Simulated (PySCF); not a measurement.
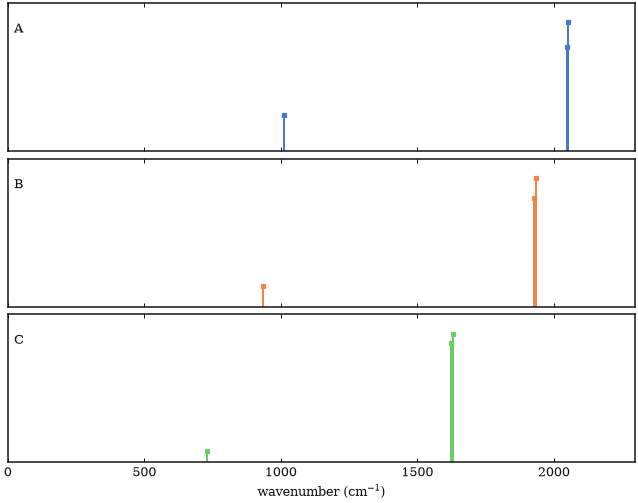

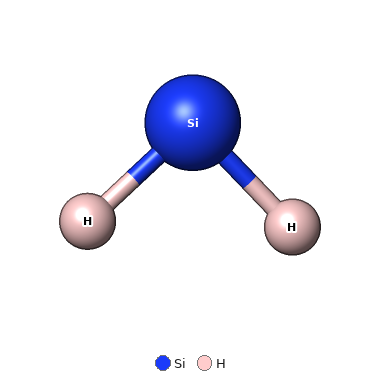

Harmonic infrared lines of SiH₂, GeH₂ and PbH₂, all C2v singlets, each the lowest point that its search found (SiH₂ is drawn); the central atom changes down one group of the periodic table. PBE0/def2-TZVP (core potentials past Kr), PySCF 2.14.0, unscaled, no spin-orbit coupling; each panel is scaled to its strongest line, degenerate modes are one line with their intensities summed, and dots on the axis are modes too weak to show or inactive.

### Which panel belongs to which molecule?

A: SiH₂ (strongest line 2051.1 cm⁻¹); B: GeH₂ (strongest line 1936.4 cm⁻¹); C: PbH₂ (strongest line 1629.3 cm⁻¹).

### How do the bond length and the stretches change along the series?

Mean bond length: SiH₂ 1.526, GeH₂ 1.594, PbH₂ 1.843 Å, rising down the group. Highest b2 mode: SiH₂ 2051, GeH₂ 1936, PbH₂ 1629 cm⁻¹, falling down the group.

Limits of at least one run: no scalar relativity; spin-orbit coupling is left out, and with Pb it can shift these values.
